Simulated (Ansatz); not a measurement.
A computed series for hypothetical diamond Ag: thickness series

Base system: Ag in the diamond structure (space group Fd-3m, No. 227; a = 6.038 Å; a hypothetical phase, not in the database extracts checked). Axes: x, y, z lie along the cube axes.

Free-standing slabs (2 atom(s) a layer) normal to [110] with 15 Å of vacuum; in-plane cell held at bulk.

The values are results of PBEsol, PAW, 420 eV (Ansatz, a quantum-chemistry and plane-wave program; no spin-orbit coupling), not measurements.

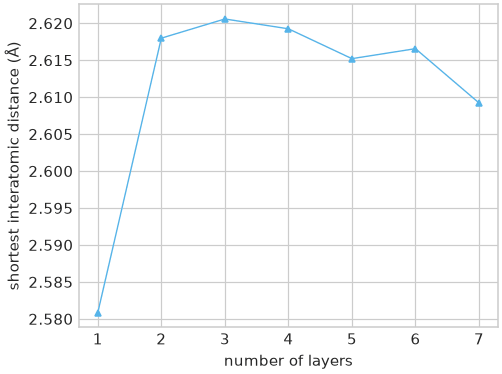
*Shortest interatomic distance against number of layers*

| number of layers | shortest interatomic distance |
|---|---|
| 1 | 2.581 Å |
| 2 | 2.618 Å |
| 3 | 2.621 Å |
| 4 | 2.619 Å |
| 5 | 2.615 Å |
| 6 | 2.617 Å |
| 7 | 2.609 Å |

Whether these cells are dynamically stable was not tested.
